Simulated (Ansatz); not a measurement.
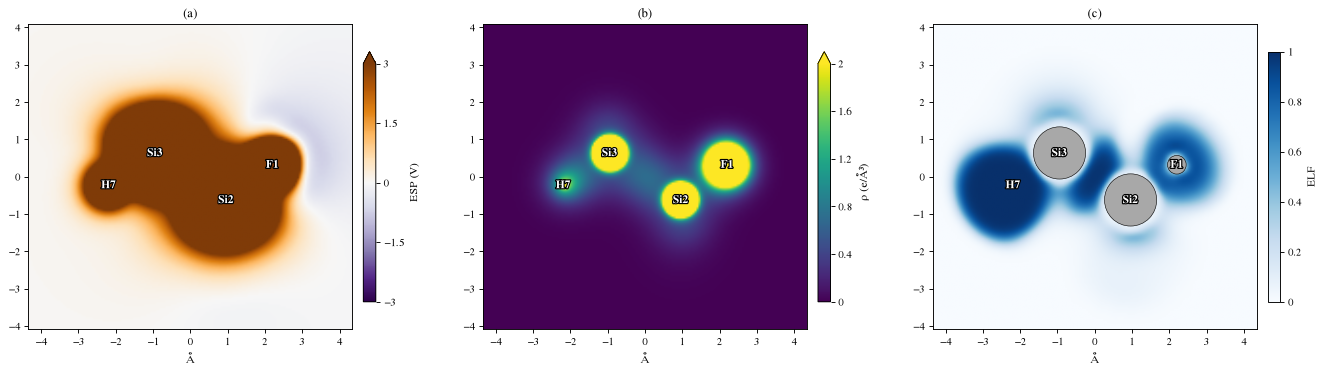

BrFH₄Si₂. (a) electrostatic potential; (b) total electron density; (c) electron localisation function on the plane of atoms F1, Si2 and Si3. Grey discs cover the atomic cores in the ELF map.

Method: SCF revpbe0, Gaussian basis (Ansatz 0.2.0).

```xyz
8

F    -1.3150    1.7717    0.2706
Si   -0.4316    0.8398   -0.6103
Si    0.4870   -0.7863    0.7023
Br   -1.5921   -0.0654   -2.2085
H     0.6297    1.6599   -1.2768
H     1.3681   -0.1744    1.7841
H     1.4211   -1.6840   -0.0852
H    -0.4749   -1.6184    1.3679
```

Describe what can be read from this map.

The section cuts through F, Si and H sites.
Si–F (1.56 Å): ρ is about 1.1 e/Å³ halfway; the ELF peaks at about 0.85 in the valence shell of F, 0.5 Å from its nucleus, and is about 0.40 at the midpoint.
Si–Si (2.28 Å): ρ is about 0.71 e/Å³ halfway; the ELF peaks at about 1 between the atoms; a covalent bond.
The ELF also peaks beside F1, away from the bonds: lone-pair regions.
Outside the dense part of the molecule the potential is most negative (−0.7 V) near F1.
